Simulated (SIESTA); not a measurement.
Band structure of Mg₆SnSb (Amm2, 8 atoms in the cell).

```xyz
8
Lattice="5.2618 0.0000 0.0000 0.0000 3.2612 5.5001 0.0000 -3.2612 5.5001" Properties=species:S:1:pos:R:3 pbc="T T T"
Mg     0.0000     1.6287     6.4210
Mg     0.0000    -1.6287     6.4210
Mg     2.6309     1.6279     4.5900
Mg     2.6309    -1.6279     4.5900
Mg     2.6309     0.0000     7.3272
Mg     2.6309     0.0000     1.8300
Sn     0.0000     0.0000     9.1606
Sb     0.0000     0.0000     3.6607
```

Computed with SIESTA with GGA PBEsol, numerical atomic orbitals DZP, PseudoDojo PBEsol standard norm-conserving potentials (rewritten from UPF to PSML).

Settings: XC.functional = GGA; XC.authors = PBEsol; potentials = PseudoDojo PBEsol standard; PAO.BasisSize = DZP; PAO.EnergyShift = 0.005 Ry; MeshCutoff = 350 Ry; kgrid.MonkhorstPack = 3 3 3; OccupationFunction = FD; ElectronicTemperature = 100 meV; MaxSCFIterations = 150; SCF.Mixer.Method = Pulay; SCF.Mixer.Weight = 0.2; SCF.Mixer.History = 8; SCF.DM.Tolerance = 1.0E-05.

The starting cell comes from a database of computed structures (which also holds hypothetical and non-ambient phases and stackings), without a prior relaxation at this level. Spin-orbit coupling is off. Values carry the incompleteness of an atom-centred basis.

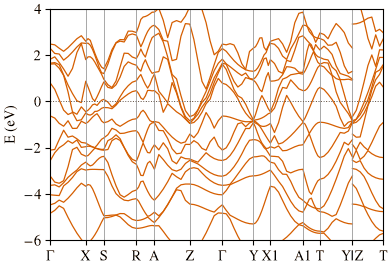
*Bands along the path, energies from the Fermi level.*

Levels in eV from the Fermi level, bands 42 to 47:
| point | 42 | 43 | 44 | 45 | 46 | 47 |
|---|---|---|---|---|---|---|
| Γ | -2.56 | -2.11 | -0.63 | 0.78 | 1.61 | 1.65 |
| X | -1.96 | -1.80 | -0.96 | -0.50 | -0.45 | 0.87 |
| S | -2.08 | -1.58 | -0.93 | -0.27 | 0.09 | 0.84 |
| R | -2.58 | -1.27 | -0.75 | 0.46 | 0.89 | 1.56 |
| A | -1.88 | -0.92 | -0.87 | 0.46 | 1.18 | 1.25 |
| Z | -2.49 | -1.86 | -1.42 | -0.96 | -0.95 | -0.84 |
| Y | -0.92 | -0.86 | -0.85 | -0.84 | -0.80 | 0.91 |
| X1 | -1.96 | -1.80 | -0.96 | -0.50 | -0.45 | 0.87 |
| A1 | -1.88 | -0.92 | -0.87 | 0.46 | 1.18 | 1.25 |
| T | -2.43 | -0.90 | 0.60 | 1.56 | 1.60 | 1.90 |

Bands cross the Fermi level along this path, so the cell is metallic at this level.

Higher empty bands are left out: an atom-centred basis made for the valence describes them poorly.
